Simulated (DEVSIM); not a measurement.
Device: Si p-i-n diode, at 400 K.

```
layer (left to right)  material  thickness (μm)  Nd (cm⁻³)  Na (cm⁻³)  τn (s)  τp (s)
---------------------  --------  --------------  ---------  ---------  ------  ------
1                            Si           0.510          -     2.3e18    1e-5    1e-5
2                            Si            2.50     1.5e13          -    1e-5    1e-5
3                            Si           0.340     5.3e18          -    1e-5    1e-5
```

Left contact: ohmic. Right contact: ohmic. Voltage is applied to the left contact. Recombination: SRH at mid-gap, Auger. Gap narrowing is on: ΔEg = 6.92 meV × (l + √(l² + 0.5)), l = ln(N/1.3e17 cm⁻³), shared equally by both band edges. Mobility is constant in doping.

Constants are typed, rounded textbook-type inputs, not results; the design itself was drawn at random and stands for no fabricated device. Values at 300 K; Nc and Nv go as T^1.5, mobilities as T to minus their exponent, the gap by Varshni's rule with the affinity fixed.

| parameter | Si |
|---|---|
| gap (eV) | 1.124 |
| affinity (eV) | 4.05 |
| permittivity | 11.7 |
| Nc (cm⁻³) | 2.86e19 |
| Nv (cm⁻³) | 3.1e19 |
| μn (cm²/Vs) | 1417 |
| μp (cm²/Vs) | 470 |
| T exponent of μn | 2.3 |
| T exponent of μp | 2.2 |
| Cn (cm⁶/s) | 2.8e-31 |
| Cp (cm⁶/s) | 9.9e-32 |
| Varshni α (eV/K) | 0.000473 |
| Varshni β (K) | 636 |

Model (solved in DEVSIM): 1D drift-diffusion, Boltzmann statistics, complete ionisation; no tunnelling, impact ionisation, image-force lowering or self-heating.

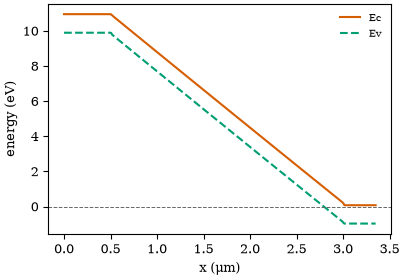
Band edges at -10.0 V on the left contact

Energies count from the Fermi level of the right contact; mesh points crowd at the junctions.

```json
[
 {"x (μm)": "0.000", "Ec (eV)": "10.952", "Ev (eV)": "9.896", "n (cm⁻³)": "4.5e7", "p (cm⁻³)": "2.3e18", "field (V/cm)": "≈ 0"},
 {"x (μm)": "0.02703", "Ec (eV)": "10.952", "Ev (eV)": "9.896", "n (cm⁻³)": "4.3e7", "p (cm⁻³)": "2.3e18", "field (V/cm)": "≈ 0"},
 {"x (μm)": "0.08150", "Ec (eV)": "10.952", "Ev (eV)": "9.896", "n (cm⁻³)": "3.8e7", "p (cm⁻³)": "2.3e18", "field (V/cm)": "≈ 0"},
 {"x (μm)": "0.1913", "Ec (eV)": "10.952", "Ev (eV)": "9.896", "n (cm⁻³)": "2.8e7", "p (cm⁻³)": "2.3e18", "field (V/cm)": "≈ 0"},
 {"x (μm)": "0.3969", "Ec (eV)": "10.952", "Ev (eV)": "9.896", "n (cm⁻³)": "1.0e7", "p (cm⁻³)": "2.3e18", "field (V/cm)": "≈ 0"},
 {"x (μm)": "0.4673", "Ec (eV)": "10.952", "Ev (eV)": "9.896", "n (cm⁻³)": "3900000", "p (cm⁻³)": "2.3e18", "field (V/cm)": "≈ 0"},
 {"x (μm)": "0.5022", "Ec (eV)": "10.948", "Ev (eV)": "9.892", "n (cm⁻³)": "880000", "p (cm⁻³)": "2.1e18", "field (V/cm)": "-11000"},
 {"x (μm)": "0.5358", "Ec (eV)": "10.800", "Ev (eV)": "9.704", "n (cm⁻³)": "700000", "p (cm⁻³)": "8.8e15", "field (V/cm)": "-44000"},
 {"x (μm)": "0.5932", "Ec (eV)": "10.551", "Ev (eV)": "9.455", "n (cm⁻³)": "720000", "p (cm⁻³)": "6.4e12", "field (V/cm)": "-43000"},
 {"x (μm)": "0.7158", "Ec (eV)": "10.021", "Ev (eV)": "8.925", "n (cm⁻³)": "830000", "p (cm⁻³)": "7800000", "field (V/cm)": "-43000"},
 {"x (μm)": "0.9782", "Ec (eV)": "8.888", "Ev (eV)": "7.792", "n (cm⁻³)": "1100000", "p (cm⁻³)": "5800000", "field (V/cm)": "-43000"},
 {"x (μm)": "1.858", "Ec (eV)": "5.100", "Ev (eV)": "4.004", "n (cm⁻³)": "1900000", "p (cm⁻³)": "3500000", "field (V/cm)": "-43000"},
 {"x (μm)": "2.485", "Ec (eV)": "2.414", "Ev (eV)": "1.318", "n (cm⁻³)": "2400000", "p (cm⁻³)": "1900000", "field (V/cm)": "-43000"},
 {"x (μm)": "2.777", "Ec (eV)": "1.161", "Ev (eV)": "0.065", "n (cm⁻³)": "2800000", "p (cm⁻³)": "1100000", "field (V/cm)": "-43000"},
 {"x (μm)": "2.940", "Ec (eV)": "0.467", "Ev (eV)": "-0.629", "n (cm⁻³)": "5.7e13", "p (cm⁻³)": "650000", "field (V/cm)": "-43000"},
 {"x (μm)": "2.990", "Ec (eV)": "0.249", "Ev (eV)": "-0.847", "n (cm⁻³)": "3.2e16", "p (cm⁻³)": "620000", "field (V/cm)": "-47000"},
 {"x (μm)": "3.014", "Ec (eV)": "0.076", "Ev (eV)": "-0.968", "n (cm⁻³)": "4.8e18", "p (cm⁻³)": "650000", "field (V/cm)": "-16000"},
 {"x (μm)": "3.045", "Ec (eV)": "0.073", "Ev (eV)": "-0.972", "n (cm⁻³)": "5.3e18", "p (cm⁻³)": "3000000", "field (V/cm)": "≈ 0"},
 {"x (μm)": "3.138", "Ec (eV)": "0.073", "Ev (eV)": "-0.972", "n (cm⁻³)": "5.3e18", "p (cm⁻³)": "1.0e7", "field (V/cm)": "≈ 0"},
 {"x (μm)": "3.248", "Ec (eV)": "0.073", "Ev (eV)": "-0.972", "n (cm⁻³)": "5.3e18", "p (cm⁻³)": "1.9e7", "field (V/cm)": "≈ 0"},
 {"x (μm)": "3.311", "Ec (eV)": "0.073", "Ev (eV)": "-0.972", "n (cm⁻³)": "5.3e18", "p (cm⁻³)": "2.4e7", "field (V/cm)": "≈ 0"},
 {"x (μm)": "3.350", "Ec (eV)": "0.073", "Ev (eV)": "-0.972", "n (cm⁻³)": "5.3e18", "p (cm⁻³)": "2.7e7", "field (V/cm)": "≈ 0"}
]
```
